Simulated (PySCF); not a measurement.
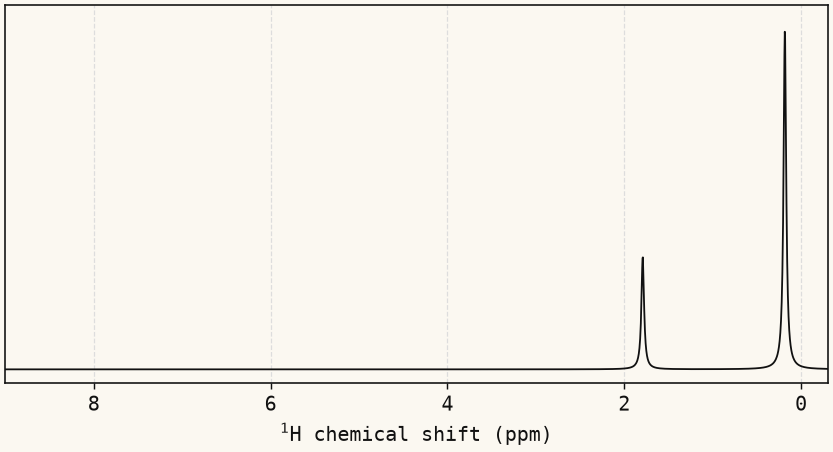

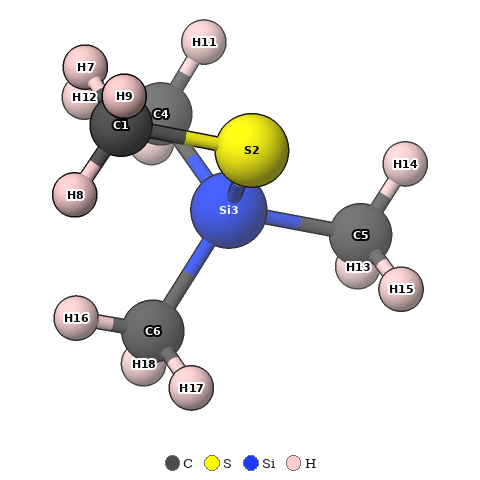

Spectrum and numbered structure of C₄H₁₂SSi (Me3Si(SMe)), SMILES CS[Si](C)(C)C. GIAO shifts, CAM-B3LYP/pcSseg-1 in PySCF, at a PBE0-D3(BJ)/def2-SVP geometry (no frequency check), against TMS for ¹H computed at the same level. Gas phase, fully decoupled, line heights follow the number of nuclei, widths are arbitrary (no quadrupolar broadening); values of one conformer, averaged over methyl-type rotors and exact or near symmetry.

Question: Assign the ¹H signals to the numbered atoms.

Answer:
```tsv
δ (ppm)	nuclei	atoms
1.79	3	H7, H8, H9
0.18	9	H10, H11, H12, H13, H14, H15, H16, H17, H18
```
